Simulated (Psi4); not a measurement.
**CH3BCl2O (methoxydichloroborane): PBE/def2-TZVP (density fitting, sweep point 6)**

What is the vertical ionisation energy of CH3BCl2O (methoxydichloroborane) at PBE/def2-TZVP (density fitting, sweep point 6)? 

Program for the calculation: Psi4 1.11.

4 further runs of the same task are left out: 4 set aside as unsound or not needed. Runs told in other sessions of the task aren't counted.

### 1 Starting point

The species is CH3BCl2O (8 atoms), meant as a singlet with charge 0. As SMILES, `COB(Cl)Cl`. The coordinates come from a PBE0-D4/def2-TZVP relaxation.

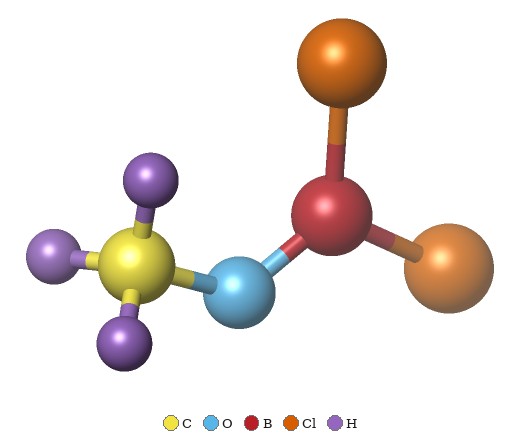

The structure, seen from a chosen angle (carbon yellow, oxygen blue, boron red, chlorine orange, hydrogen purple).

### 2 A single-point energy at PBE/def2-TZVP (density fitting, sweep point 6)

Contents of input.inp:

```
memory 1600 MB

molecule {
  0 1
  C     -0.32692262    -1.21717260     1.77709845
  O      0.00018897    -1.03386916    -0.87362039
  B      0.40251166     1.08375793    -2.16846073
  Cl     0.72357613     0.86114819    -5.45677316
  Cl     0.62701113     4.08313124    -0.73623730
  H      0.85434518    -2.76353548     2.45154170
  H      0.19690946     0.53290277     2.73103220
  H     -2.30319820    -1.65426625     2.16978354
  units bohr
  symmetry c1
}

set {
  puream               true
  scf_type             df
  dft_radial_points    99
  dft_spherical_points 590
}

energy('pbe/def2-TZVP')
```

Started as:

```
psi4 -n 1 input.inp input.out
```

input.out:

```text
[...]
  Running in c1 symmetry.
[...]
  Nuclear repulsion =  258.744131179342617
[...]
  Multiplicity = 1
[...]
  Nalpha       = 28
  Nbeta        = 28
[...]
    Number of basis functions: 185
[...]
   @DF-RKS iter   1: -1059.64721701743474    5.18859e-02   5.21208e-03 DIIS/ADIIS
[...]
   @DF-RKS iter   9: -1060.04536742151026   -6.33884e-07   7.90190e-07 DIIS
[...]
    Orbital Energies [Eh]
    ---------------------
    Doubly Occupied:
       1A   -100.664584     2A   -100.658117     3A    -18.798977
       4A     -9.948081     5A     -9.180398     6A     -9.173991
       7A     -7.000892     8A     -6.995507     9A     -6.994645
      10A     -6.993852    11A     -6.989078    12A     -6.987280
      13A     -6.606577    14A     -0.984305    15A     -0.782818
      16A     -0.754663    17A     -0.659935    18A     -0.502775
      19A     -0.443619    20A     -0.435620    21A     -0.431874
      22A     -0.370247    23A     -0.345723    24A     -0.306001
      25A     -0.303928    26A     -0.293674    27A     -0.283379
      28A     -0.273802
[...]
  @DF-RKS Final Energy: -1060.04536742151026
   => Energetics <=
    Nuclear Repulsion Energy =            258.7441311793426166
    One-Electron Energy =               -1975.9137128872998801
    Two-Electron Energy =                 732.3600545776798754
    DFT Exchange-Correlation Energy =     -75.2358402912329467
    Empirical Dispersion Energy =           0.0000000000000000
    VV10 Nonlocal Energy =                  0.0000000000000000
    Total Energy =                      -1060.0453674215102637
[...]
 Multipole Moments:
 ------------------------------------------------------------------------------------
     Multipole            Electronic (a.u.)      Nuclear  (a.u.)        Total (a.u.)
 ------------------------------------------------------------------------------------
 L = 1.  Multiply by 2.5417464519 to convert [e a0] to [Debye]
 Dipole X            :          1.3426655           -1.4856430           -0.1429775
 Dipole Y            :          4.5567474           -4.8950799           -0.3383326
 Dipole Z            :         -6.9140892            7.7744370            0.8603478
 Magnitude           :                                                    0.9354730
[...]
```

Run time: 20 s. Hardware: 1 thread of Intel Xeon 6975P-C (Granite Rapids), shared host; peak memory 1.3 GiB.

### 3 The doublet cation at the same level

Contents of input.inp:

```
memory 1.6 GB

molecule {
  1 2
  C     -0.32692262    -1.21717260     1.77709845
  O      0.00018897    -1.03386916    -0.87362039
  B      0.40251166     1.08375793    -2.16846073
  Cl     0.72357613     0.86114819    -5.45677316
  Cl     0.62701113     4.08313124    -0.73623730
  H      0.85434518    -2.76353548     2.45154170
  H      0.19690946     0.53290277     2.73103220
  H     -2.30319820    -1.65426625     2.16978354
  units au
  symmetry c1
}

set basis def2-TZVP
set reference uks
set puream true
set scf_type df
set dft_radial_points 99
set dft_spherical_points 590
set maxiter 100

e_tot, wfn = energy('pbe', return_wfn=True)
```

Started as:

```
psi4 -i input.inp -o input.out -n 1
```

input.out:

```text
[...]
  Running in c1 symmetry.
[...]
  Nuclear repulsion =  258.744131179342617
[...]
  Multiplicity = 2
[...]
  Nalpha       = 28
  Nbeta        = 27
[...]
    Number of basis functions: 185
[...]
   @DF-UKS iter   1: -1059.27414058442514    4.24962e-01   4.98664e-03 ADIIS/DIIS
[...]
   @DF-UKS iter  35: -1059.65727619882637   -6.50573e-08   1.40905e-07 DIIS
[...]
   @S^2 Observed:                7.523679595E-01
[...]
    Orbital Energies [Eh]
    ---------------------
    Alpha Occupied:
       1A   -100.921215     2A   -100.917683     3A    -19.046999
       4A    -10.152273     5A     -9.433831     6A     -9.430610
       7A     -7.255071     8A     -7.251990     9A     -7.250980
      10A     -7.248577    11A     -7.245890    12A     -7.243412
      13A     -6.839134    14A     -1.221507    15A     -1.026594
      16A     -0.999353    17A     -0.874913    18A     -0.720628
      19A     -0.666811    20A     -0.662431    21A     -0.656738
      22A     -0.591836    23A     -0.570282    24A     -0.549432
      25A     -0.524779    26A     -0.523494    27A     -0.522259
      28A     -0.513826
    Alpha Virtual:
[...]
  @DF-UKS Final Energy: -1059.65727619882637
   => Energetics <=
    Nuclear Repulsion Energy =            258.7441311793426166
    One-Electron Energy =               -1962.6616802928199377
    Two-Electron Energy =                 719.1414565234604197
    DFT Exchange-Correlation Energy =     -74.8811836088094367
    Empirical Dispersion Energy =           0.0000000000000000
    VV10 Nonlocal Energy =                  0.0000000000000000
    Total Energy =                      -1059.6572761988263665
  UHF NO Occupations:
  HONO-2 :   26  A 1.9998003
  HONO-1 :   27  A 1.9993959
[...]
 Multipole Moments:
 ------------------------------------------------------------------------------------
     Multipole            Electronic (a.u.)      Nuclear  (a.u.)        Total (a.u.)
 ------------------------------------------------------------------------------------
 L = 1.  Multiply by 2.5417464519 to convert [e a0] to [Debye]
 Dipole X            :          1.2700859           -1.4856430           -0.2155571
 Dipole Y            :          4.3575081           -4.8950799           -0.5375718
 Dipole Z            :         -6.7367522            7.7744370            1.0376848
 Magnitude           :                                                    1.1883762
[...]
```

It took 1.8 min on 1 thread of Intel Xeon 6975P-C (Granite Rapids), shared host; peak memory 1.3 GiB.

### 4 What came out

At PBE/def2-TZVP (density fitting, sweep point 6):

```
                                          quantity           value
                    singlet CH3BCl2O: total energy  -1060.04537 Eh
                   singlet CH3BCl2O: dipole moment          2.38 D
                     singlet CH3BCl2O: HOMO energy        -7.45 eV
                     singlet CH3BCl2O: LUMO energy        -1.20 eV
                   singlet CH3BCl2O: HOMO–LUMO gap         6.25 eV
                      doublet cation: total energy  -1059.65728 Eh
doublet cation: HOMO energy (highest over α and β)       -13.62 eV
 doublet cation: LUMO energy (lowest over α and β)       -13.56 eV
                              doublet cation: ⟨S²⟩           0.752
vertical ionisation energy (to the doublet cation)       10.561 eV
```

**Reading.** Removing an electron at fixed nuclei costs 10.56 eV (244 kcal/mol). The negative HOMO energy of the first species, 7.45 eV, lies 3.11 eV below that difference.
